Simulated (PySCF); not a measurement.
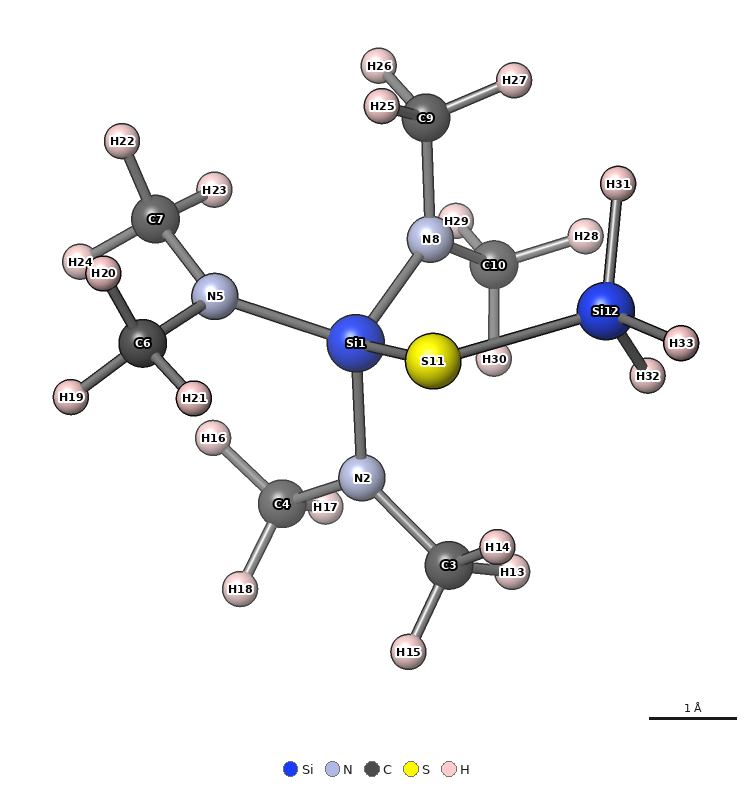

The input geometry of run 1 (ball-and-stick view, seen at a tilt; atoms are numbered from 1 in the order of the input).

# C$_{6}$H$_{21}$N$_{3}$SSi$_{2}$: a changed input and its effect

System: C$_{6}$H$_{21}$N$_{3}$SSi$_{2}$ ((NMe2)3Si-S-SiH3).
Method of run 1: GIAO PBE0/pcSseg-1 NMR shielding, non-relativistic, gas phase (PySCF 2.14.0).

The geometry comes from this level: PBE0-D3(BJ)/def2-SVP. Text and figures count atoms from 1; the logs count them from 0 in places.

## Input file, run 1
```
{"job": {"kind": "nmr", "xc": "PBE0", "basis": "pcSseg-1"}, "charge": 0, "multiplicity": 1}
Si    -0.194475    -0.036159     0.389654
N     -1.356852    -0.872807    -0.578360
C     -1.583296    -2.293726    -0.588157
C     -2.085971    -0.147829    -1.588804
N     -0.736382     1.538540     0.837395
C     -1.716169     1.726550     1.876277
C     -0.380128     2.741139     0.132716
N      1.323614     0.114965    -0.434413
C      2.398219     0.912439     0.103429
C      1.584922    -0.453810    -1.731215
S      0.067980    -1.173067     2.223519
Si     1.738699    -2.340440     1.559346
H     -1.169471    -2.788783    -1.490196
H     -1.130007    -2.759371     0.297377
H     -2.666453    -2.517045    -0.560325
H     -1.947971     0.935896    -1.460358
H     -1.766979    -0.409727    -2.618158
H     -3.171039    -0.353801    -1.520160
H     -2.683166     2.090712     1.476311
H     -1.370918     2.460971     2.628714
H     -1.911244     0.782551     2.406648
H      0.084468     3.489319     0.804594
H      0.334623     2.519381    -0.671663
H     -1.263713     3.224843    -0.330409
H      2.154437     1.247998     1.122777
H      2.595383     1.813221    -0.510872
H      3.341623     0.338227     0.156471
H      2.470274    -1.118073    -1.713211
H      1.774123     0.326653    -2.494548
H      0.724220    -1.050310    -2.064114
H      3.011691    -1.565182     1.505130
H      1.489009    -2.968403     0.226591
H      1.896638    -3.426663     2.572285
```

The first line tells a small driver script what to run in PySCF; the rest is the geometry in Å.

Command:
```bash
OMP_NUM_THREADS=2 python <driver script> task.json out
```

Hardware: 2 CPU threads, shared host.

## Output, shortened to warnings, some set-up lines, iterations and results (run 1)
```
coarse grid: 27600 points
[...]
cycle   1  E = -1381.7196674789  dE =  1.048e+00  |g| = 5.302e-01  |ddm| = 5.063e+00
cycle   2  E = -1381.6968055413  dE =  2.286e-02  |g| = 6.339e-01  |ddm| = 1.269e+00
cycle   3  E = -1381.7901707268  dE = -9.337e-02  |g| = 8.504e-02  |ddm| = 7.485e-01
cycle   4  E = -1381.7913874271  dE = -1.217e-03  |g| = 3.922e-02  |ddm| = 1.222e-01
cycle   5  E = -1381.7917328997  dE = -3.455e-04  |g| = 6.073e-03  |ddm| = 4.788e-02
cycle   6  E = -1381.7917405968  dE = -7.697e-06  |g| = 1.731e-03  |ddm| = 9.286e-03
cycle   7  E = -1381.8586833705  dE = -7.338e-05  |g| = 1.138e-02  |ddm| = 4.720e-02
cycle   8  E = -1381.8586634766  dE =  1.989e-05  |g| = 1.457e-02  |ddm| = 2.559e-02
cycle   9  E = -1381.8587152250  dE = -5.175e-05  |g| = 1.542e-03  |ddm| = 1.566e-02
cycle  10  E = -1381.8587157134  dE = -4.884e-07  |g| = 2.881e-04  |ddm| = 1.533e-03
cycle  11  E = -1381.8587157303  dE = -1.692e-08  |g| = 6.163e-05  |ddm| = 3.324e-04
cycle  12  E = -1381.8587157311  dE = -7.958e-10  |g| = 2.425e-05  |ddm| = 1.238e-04
converged SCF energy = -1381.8587157311

GIAO shielding tensors (ppm)
atom      isotropic    diamagn.    paramagn.     s11        s22        s33       span
  0 Si     364.658     887.993    -523.334    348.100    369.832    376.042     27.942
  1 N      226.281     334.688    -108.407    202.243    208.868    267.732     65.489
  2 C      145.285     244.608     -99.323    122.629    130.611    182.616     59.986
  3 C      147.441     246.561     -99.121    122.163    135.634    184.525     62.363
  4 N      233.126     334.443    -101.317    206.132    221.270    271.974     65.842
  5 C      147.200     243.625     -96.425    123.694    134.733    183.175     59.481
  6 C      145.935     246.392    -100.457    120.600    134.661    182.543     61.943
  7 N      223.914     334.756    -110.842    199.005    208.218    264.518     65.514
  8 C      146.821     246.433     -99.612    121.900    136.357    182.206     60.306
  9 C      145.885     247.258    -101.373    120.868    133.872    182.914     62.046
 10 S      776.271    1064.530    -288.259    684.916    743.317    900.580    215.664
 11 Si     407.477     880.671    -473.194    362.421    398.597    461.413     98.992
 12 H       29.002      30.400      -1.398     24.167     26.886     35.952     11.785
 13 H       28.022      32.255      -4.233     22.000     30.279     31.787      9.787
 14 H       29.107      29.376      -0.269     24.451     26.050     36.819     12.367
 15 H       28.675      33.715      -5.039     23.273     29.778     32.975      9.702
 16 H       29.039      31.219      -2.180     23.978     26.987     36.152     12.174
 17 H       29.096      30.193      -1.097     24.557     25.860     36.871     12.314
 18 H       29.125      29.362      -0.237     23.939     26.716     36.720     12.782
 19 H       29.002      28.903       0.099     24.348     25.796     36.863     12.515
 20 H       28.497      31.390      -2.893     22.417     29.699     33.377     10.960
 21 H       28.883      30.118      -1.234     24.212     25.986     36.452     12.239
 22 H       28.520      33.976      -5.455     23.570     29.365     32.625      9.055
 23 H       29.020      30.395      -1.375     24.059     26.621     36.380     12.320
 24 H       28.490      32.916      -4.426     24.709     27.444     33.316      8.608
 25 H       28.958      30.854      -1.896     23.690     27.108     36.076     12.387
 26 H       29.003      31.093      -2.090     23.705     27.382     35.923     12.219
 27 H       29.158      31.409      -2.251     24.103     27.216     36.155     12.052
 28 H       29.057      31.369      -2.312     24.097     26.473     36.602     12.505
[...]
```

The input of run 2 differs as follows (lines with − go, lines with + come):
```diff
-"xc": "PBE0"
+"xc": "KT2"
+"pop": false
```

What does this change do to the results?

The total energies belong to different methods, so their difference says nothing on which is more stable or more accurate. The HOMO goes from −6.17 to −5.00 eV. The LUMO goes from 0.46 to −0.55 eV. The dipole moment goes from 2.66 to 2.53 D. Of all shieldings, the largest change is that of S11, by −17.0 ppm. The functional changes from PBE0 to KT2. Exact exchange removes part of the self-interaction error of semilocal functionals, which pushes filled and empty levels apart. The SCF takes 16 iterations against 12.

## Output, shortened to warnings, some set-up lines, iterations and results (run 2)
```
coarse grid: 27600 points
[...]
cycle   1  E = -1397.5430567794  dE =  8.715e-01  |g| = 7.094e-01  |ddm| = 5.101e+00
cycle   2  E = -1397.3284803383  dE =  2.146e-01  |g| = 1.168e+00  |ddm| = 2.439e+00
cycle   3  E = -1397.6717327517  dE = -3.433e-01  |g| = 1.833e-01  |ddm| = 1.758e+00
cycle   4  E = -1397.6790203143  dE = -7.288e-03  |g| = 6.345e-02  |ddm| = 2.929e-01
cycle   5  E = -1397.6799779285  dE = -9.576e-04  |g| = 1.223e-02  |ddm| = 8.944e-02
[... 6 lines ...]
cycle  12  E = -1397.7226962983  dE = -1.248e-05  |g| = 2.469e-03  |ddm| = 1.112e-02
cycle  13  E = -1397.7226977391  dE = -1.441e-06  |g| = 3.620e-04  |ddm| = 2.740e-03
cycle  14  E = -1397.7226977647  dE = -2.564e-08  |g| = 1.572e-04  |ddm| = 5.653e-04
cycle  15  E = -1397.7226977698  dE = -5.106e-09  |g| = 3.385e-05  |ddm| = 1.921e-04
cycle  16  E = -1397.7226977701  dE = -2.779e-10  |g| = 1.092e-05  |ddm| = 6.218e-05
converged SCF energy = -1397.7226977701

GIAO shielding tensors (ppm)
atom      isotropic    diamagn.    paramagn.     s11        s22        s33       span
  0 Si     376.206     891.989    -515.783    361.328    380.381    386.908     25.580
  1 N      214.585     334.898    -120.314    190.331    197.344    256.079     65.749
  2 C      142.712     246.510    -103.798    118.806    127.195    182.134     63.328
  3 C      144.964     248.305    -103.341    118.280    132.692    183.920     65.640
  4 N      222.130     334.755    -112.626    197.173    208.834    260.382     63.209
  5 C      144.548     245.557    -101.009    119.889    131.252    182.503     62.614
  6 C      143.280     248.151    -104.871    116.162    131.742    181.935     65.773
  7 N      211.616     334.756    -123.140    184.904    197.770    252.174     67.271
  8 C      144.328     248.328    -104.000    118.168    132.892    181.924     63.756
  9 C      142.998     249.022    -106.024    116.154    130.876    181.962     65.808
 10 S      759.262    1066.630    -307.368    660.058    727.629    890.100    230.042
 11 Si     419.374     883.692    -464.318    372.428    409.871    475.824    103.396
 12 H       28.728      30.613      -1.886     23.879     26.810     35.493     11.614
 13 H       27.720      33.048      -5.328     21.984     29.835     31.341      9.357
 14 H       28.924      29.279      -0.355     24.409     26.006     36.358     11.948
 15 H       28.438      34.506      -6.068     23.444     29.316     32.554      9.111
 16 H       28.786      31.397      -2.612     23.703     26.919     35.736     12.033
 17 H       28.910      30.070      -1.161     24.394     25.924     36.410     12.016
 18 H       28.895      29.450      -0.555     23.734     26.702     36.249     12.515
 19 H       28.813      28.857      -0.044     24.200     25.828     36.411     12.211
 20 H       28.283      32.095      -3.812     22.518     29.229     33.101     10.583
 21 H       28.665      30.038      -1.373     23.952     26.042     36.000     12.048
 22 H       28.259      34.864      -6.605     23.712     28.803     32.263      8.552
 23 H       28.789      30.339      -1.550     23.805     26.604     35.959     12.153
 24 H       28.167      33.616      -5.449     24.673     27.031     32.797      8.123
 25 H       28.710      30.967      -2.257     23.422     27.109     35.597     12.175
 26 H       28.770      31.039      -2.269     23.501     27.375     35.434     11.933
 27 H       28.941      31.414      -2.473     23.907     27.229     35.688     11.781
 28 H       28.824      31.505      -2.680     23.863     26.473     36.137     12.274
[...]
```

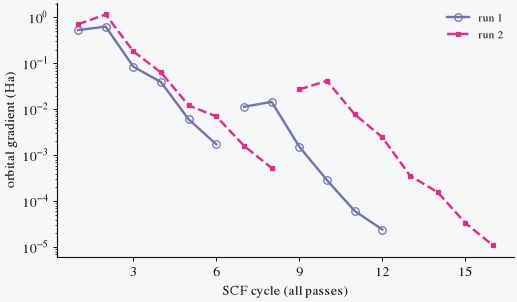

Convergence of the two runs: orbital gradient against the SCF cycle. A break in a curve parts two SCF passes (coarse and final grid). Run 1 takes 12 cycles in all, and run 2 takes 16.

## The two runs side by side

```tsv
quantity	run 1	run 2
outcome	converged	converged
total energy (hartree)	−1381.858716	−1397.722698
HOMO (eV)	−6.17	−5.00
LUMO (eV)	0.46	−0.55
dipole moment (D)	2.66	2.53
shielding of Si1 (ppm)	364.7	376.2
shielding of N2 (ppm)	226.3	214.6
shielding of N5 (ppm)	233.1	222.1
shielding of N8 (ppm)	223.9	211.6
shielding of C10 (ppm)	145.9	143.0
shielding of S11 (ppm)	776.3	759.3
shielding of Si12 (ppm)	407.5	419.4
SCF iterations	12	16
basis functions	330	330
wall time (shared host)	2.3 min	2.2 min
```
